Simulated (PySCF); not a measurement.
# PBE0/STO-6G run of InF (SMILES [F][In])

Aim: the vertical ionisation energy of InF at PBE0/STO-6G, from 2 runs. The job is set up through a Python script.

The calculation is run with PySCF 2.14.0.

11 further runs of the same task are left out: 5 that didn't finish, 6 set aside as unsound or not needed.

## (1) The molecule

InF has 2 atoms, charge 0, and is taken as a singlet. As SMILES, `[F][In]`. The coordinates come from a PBE0-D4/def2-TZVP relaxation.

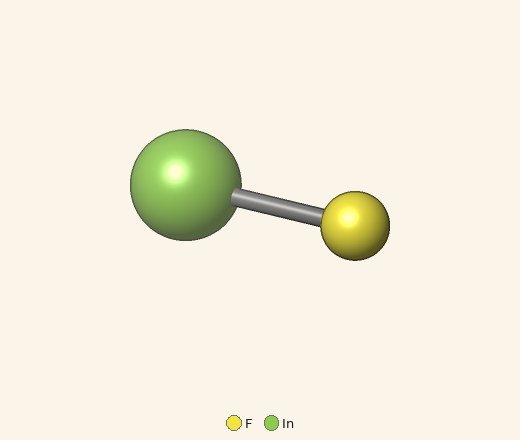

Viewed from a chosen angle; fluorine yellow, indium green.

## (2) A single-point energy at PBE0/STO-6G

Contents of job.py:

```python
# InF
from pyscf import gto, dft

mol = gto.M(
    atom='''
F        0.000000       0.000000       0.015910
In       0.000000       0.000000       2.009580
''',
    verbose=4,
    basis='sto-6g',
    max_memory=1860,
)

calc0 = dft.RKS(mol, xc='pbe0')
calc0.conv_tol = 1e-10
calc0.grids.level = 5
calc0.kernel()
if not calc0.converged:
    calc0 = calc0.newton().run(calc0.mo_coeff, calc0.mo_occ)

energy = calc0.e_tot
print(f'total energy: {energy:.8f} hartree')
```

The run is started by

```sh
$ OMP_NUM_THREADS=1 python job.py
```

The log of the run:

```text
PySCF version 2.14.0

[INPUT] num. atoms = 2
[INPUT] num. electrons = 58
[INPUT] charge = 0
[INPUT] spin (= nelec alpha-beta = 2S) = 0
[INPUT] symmetry False subgroup None
[INPUT] Mole.unit = angstrom
[INPUT] Symbol           X                Y                Z      unit          X                Y                Z       unit  Magmom
[INPUT]  1 F      0.000000000000   0.000000000000   0.015910000000 AA    0.000000000000   0.000000000000   0.030065542642 Bohr   0.0
[INPUT]  2 In     0.000000000000   0.000000000000   2.009580000000 AA    0.000000000000   0.000000000000   3.797555825403 Bohr   0.0

nuclear repulsion = 117.054051079527
number of shells = 14
number of NR pGTOs = 192
number of NR cGTOs = 32
basis = sto-6g
ecp = {}

******** <class 'pyscf.dft.rks.RKS'> ********
method = RKS
initial guess = minao
damping factor = 0
level_shift factor = 0
DIIS = <class 'pyscf.scf.diis.CDIIS'>
diis_start_cycle = 1
diis_space = 8
diis_damp = 0
SCF conv_tol = 1e-10
SCF conv_tol_grad = None
SCF max_cycles = 50
direct_scf = True
direct_scf_tol = 1e-13
XC library pyscf.dft.libxc version 7.0.0
    S. Lehtola, C. Steigemann, M. J.T. Oliveira, and M. A.L. Marques.,  SoftwareX 7, 1–5 (2018)
XC functionals = pbe0
radial grids:
    Treutler-Ahlrichs [JCP 102, 346 (1995); DOI:10.1063/1.469408] (M4) radial grids

becke partition: Becke, JCP 88, 2547 (1988); DOI:10.1063/1.454033
pruning grids: <function nwchem_prune>
grids dens level: 5
symmetrized grids: False
atomic radii adjust function: <function treutler_atomic_radii_adjust>
small_rho_cutoff = 0
Set gradient conv threshold to 1e-05
Initial guess from minao.
tot grids = 91208
init E= -5800.83469153696
  HOMO = -0.550402379016368  LUMO = -0.360093869750163  gap/eV = 5.17856
cycle= 1 E= -5813.58703399309  delta_E= -12.8  |g|= 0.384  |ddm|= 1.43
  HOMO = 0.0073757219866157  LUMO = 0.144166731082273  gap/eV = 3.72227
cycle= 2 E= -5811.43812880899  delta_E= 2.15  |g|= 3.03  |ddm|= 3.09
  HOMO = -0.0718311095002785  LUMO = 0.107196876990756  gap/eV = 4.87160
cycle= 3 E= -5813.62025824653  delta_E= -2.18  |g|= 0.349  |ddm|= 2.17
  HOMO = -0.085493591106544  LUMO = 0.103360468324113  gap/eV = 5.13898
cycle= 4 E= -5813.66315448451  delta_E= -0.0429  |g|= 0.0563  |ddm|= 0.554
  HOMO = -0.0860732648785718  LUMO = 0.102658241766068  gap/eV = 5.13565
cycle= 5 E= -5813.66464686634  delta_E= -0.00149  |g|= 0.00124  |ddm|= 0.0947
  HOMO = -0.0860455928651586  LUMO = 0.102576568190293  gap/eV = 5.13267
cycle= 6 E= -5813.66464803487  delta_E= -1.17e-06  |g|= 0.000936  |ddm|= 0.00588
  HOMO = -0.0860603580820837  LUMO = 0.102570692759226  gap/eV = 5.13291
cycle= 7 E= -5813.66464844181  delta_E= -4.07e-07  |g|= 5.33e-05  |ddm|= 0.00166
  HOMO = -0.0860580729105486  LUMO = 0.102572283695071  gap/eV = 5.13289
cycle= 8 E= -5813.6646484434  delta_E= -1.59e-09  |g|= 6.95e-06  |ddm|= 0.00013
  HOMO = -0.086058251993697  LUMO = 0.102572336944374  gap/eV = 5.13290
cycle= 9 E= -5813.66464844342  delta_E= -2.18e-11  |g|= 2.83e-07  |ddm|= 1.39e-05
  HOMO = -0.0860582609170325  LUMO = 0.102572319784049  gap/eV = 5.13290
Extra cycle  E= -5813.66464844342  delta_E= -1.82e-12  |g|= 6.6e-07  |ddm|= 1.55e-06
converged SCF energy = -5813.66464844342
total energy: -5813.66464844 hartree
```

Run time: 4.2 s. Hardware: 1 thread of Arm Neoverse V1, shared host; peak memory 0.23 GiB.

## (3) The doublet cation at the same level

Contents of run.py:

```python
from pyscf import gto, dft

molecule = gto.M(
    atom='''
F        0.000000       0.000000       0.015910
In       0.000000       0.000000       2.009580
''',
    spin=1,
    basis='sto-6g',
    max_memory=1860,
    charge=1,
    verbose=3,
)

mf = dft.UKS(molecule, xc='pbe0')
mf.conv_tol = 1e-10
mf.grids.level = 5
mf.kernel()
if not mf.converged:
    mf = mf.newton().run(mf.mo_coeff, mf.mo_occ)

etot = mf.e_tot
print('E = %.10f Eh' % etot)
```

The run is started by

```sh
$ OMP_NUM_THREADS=1 python run.py
```

The log of the run:

```text
WARN: HOMO -0.550402379016366 >= LUMO -0.550402379016367

converged SCF energy = -5813.46908891948  <S^2> = 0.75748771  2S+1 = 2.0074737
E = -5813.4690889195 Eh
```

It took 6.3 s on 1 thread of Arm Neoverse V1, shared host; peak memory 0.23 GiB.

## (4) What came out

Level: PBE0/STO-6G.

| quantity | value |
| --- | --- |
| singlet InF: total energy | -5813.66465 Eh |
| singlet InF: dipole moment | 0.10 D |
| singlet InF: HOMO energy | -2.34 eV |
| singlet InF: LUMO energy | 2.79 eV |
| singlet InF: HOMO–LUMO gap | 5.13 eV |
| doublet cation: total energy | -5813.46909 Eh |
| doublet cation: HOMO energy (highest over α and β) | -11.61 eV |
| doublet cation: LUMO energy (lowest over α and β) | -8.20 eV |
| doublet cation: ⟨S²⟩ | 0.757 |
| vertical ionisation energy (to the doublet cation) | 5.321 eV |

What this shows: The vertical ionisation energy comes to 5.32 eV (123 kcal/mol). The negative HOMO energy of the first species, 2.34 eV, lies 2.98 eV below that difference. In a minimal basis such a difference can be off by several eV, whatever the method. Relativity is left out (singlet InF) although the molecule holds a heavy atom. Relativity is left out (doublet cation) although the molecule holds a heavy atom.
